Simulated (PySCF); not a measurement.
**BO2: rigid scans about the minimum**

Aim: map the energy of doublet BO2 about its B3LYP minimum, with rigid distortions.

The runs use PySCF 2.14.0; B3LYP, basis B def2-TZVP, O def2-TZVP, no relativity, density fitting.

**1. Starting geometry**

3 atoms, charge 0, spin multiplicity 2.

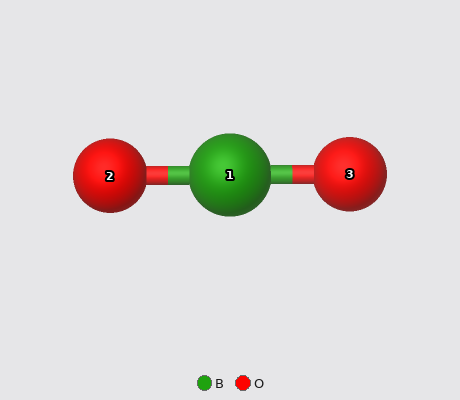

The starting geometry (boron green, oxygen red); atoms are numbered from 1 in the order of the file.

```xyz
3
charge 0 multiplicity 2
B     0.0000    0.0000    0.0000
O     0.0000    0.0000    1.2613
O     0.0000    0.0000   -1.2613
```

**2. Breathing scan**

One driver script runs all scans and calls PySCF for each point, on a (75, 302) grid.

Started as:

```console
$ OMP_NUM_THREADS=4 python axn.py task.json out
```

A rigid scan with B3LYP: all bonds to the central atom are scaled together. Each point starts from its neighbour's orbitals, and energies count from the minimum.

```csv
scale of all bonds to the centre,energy (kJ/mol),⟨S²⟩
0.88,213.2,0.76
0.92,84.8,0.77
0.96,19.1,0.77
1.00,0.0,0.77
1.04,15.5,0.78
1.08,56.0,0.79
1.14,148.6,0.80
1.22,305.0,0.82
1.35,581.9,0.87
```

The scan ran for 7.6 s (4 threads of Intel Xeon Platinum 8488C (Sapphire Rapids), shared host).

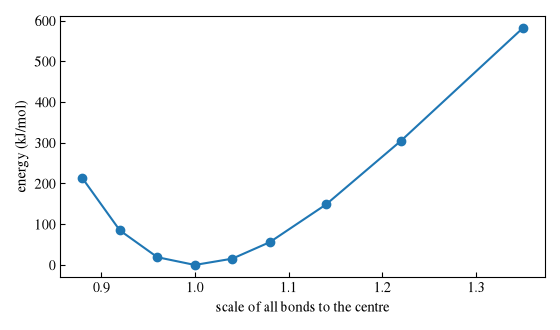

Energy along the scan.

**3. Stretching one bond**

A rigid scan with B3LYP: the bond from B to the last atom (O) is scaled and the rest held.

```csv
scale of one bond,energy (kJ/mol),dipole size (D),⟨S²⟩
0.92,32.8,0.43,0.77
0.96,7.1,0.24,0.77
1.00,0.0,0.00,0.77
1.05,8.3,0.33,0.78
1.12,39.0,0.76,0.77
1.20,87.9,1.08,0.76
1.35,194.0,1.18,0.76
1.55,333.8,0.99,0.77
1.80,469.2,1.09,1.04
2.20,552.8,1.85,1.58
```

The scan took 9.7 s.

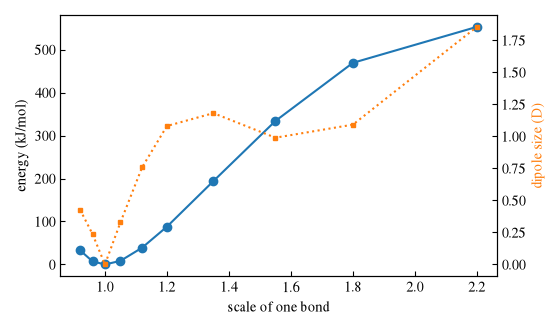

Energy (circles) and dipole moment (squares) along the scan.

⟨S²⟩ grows along the scan: the determinant mixes in higher spin as the pair uncouples.

**4. Bending curve**

A rigid scan with B3LYP: the O–B–O angle changes, with bonds held.

```csv
bond angle (°),energy (kJ/mol),dipole size (D),⟨S²⟩
80,607.3,3.69,0.84
90,397.5,3.27,0.83
100,269.3,2.93,0.82
110,185.2,2.62,0.80
120,126.6,2.31,0.79
130,83.8,1.98,0.79
140,52.0,1.63,0.78
150,28.7,1.25,0.78
160,12.6,0.85,0.78
170,3.1,0.43,0.77
180,0.0,0.00,0.77
```

The scan took 12 s.

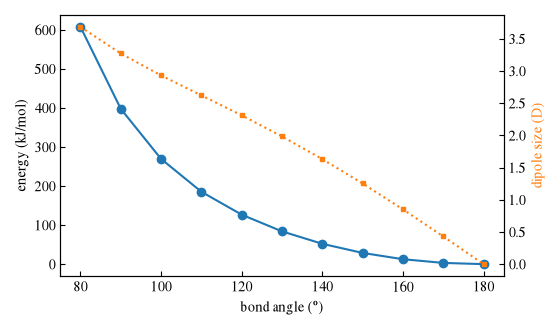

Energy (circles) and dipole moment (squares) along the scan.

**5. Bend–stretch map**

A rigid scan with B3LYP: rows scale both bonds, columns set the O–B–O angle.

Energy (kJ/mol):

```csv
scale \ angle,90,105,120,135,150,165,180
0.94,528.2,308.8,190.4,120.0,76.9,52.9,45.2
0.97,448.3,252.8,145.9,81.1,40.6,17.8,10.4
1.00,397.5,223.2,126.6,66.8,28.7,7.1,0.0
1.03,370.1,214.7,127.3,72.0,36.2,15.7,8.9
1.06,361.3,222.8,143.6,92.5,59.0,39.5,33.1
1.10,371.7,253.1,183.9,138.1,107.4,89.4,83.4
```

The map took 46 s.

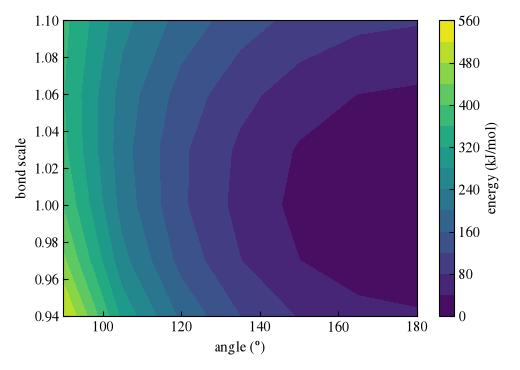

The map as contours.

Best bond scale on the grid: 1.06 at 90°, 1.03 at 105°, 1.00 at 120°, 1.00 at 135°, 1.00 at 150°, 1.00 at 165°, 1.00 at 180°.

**6. Map over both bonds**

A rigid scan with B3LYP: rows scale the first bond (B–O), columns the second (B–O).

Energy (kJ/mol):

```csv
scale \ scale,0.94,0.97,1.00,1.04,1.09,1.15
0.94,45.2,26.4,17.2,16.0,27.2,52.9
0.97,26.4,10.4,3.9,6.0,20.7,49.5
1.00,17.2,3.9,0.0,5.5,23.9,56.2
1.04,16.0,6.0,5.5,15.5,39.1,76.5
1.09,27.2,20.7,23.9,39.1,69.2,113.7
1.15,52.9,49.5,56.2,76.5,113.7,166.6
```

The map ran for 34 s (4 threads of Intel Xeon Platinum 8488C (Sapphire Rapids), shared host).

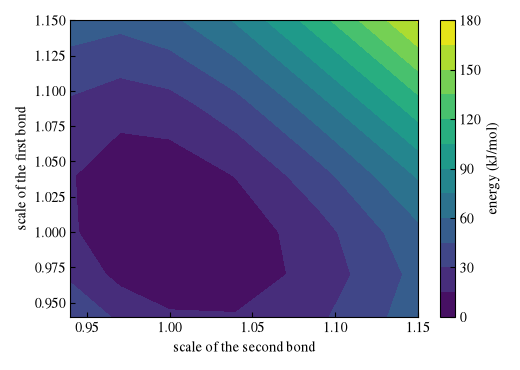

The map as contours.

**7. Outcome**

```
            quantity        value
all bonds 4 % longer  15.5 kJ/mol
one bond 20 % longer  87.9 kJ/mol
```

The well is lopsided, 19.1 kJ/mol for 4 % shorter bonds against 15.5 for 4 % longer ones.
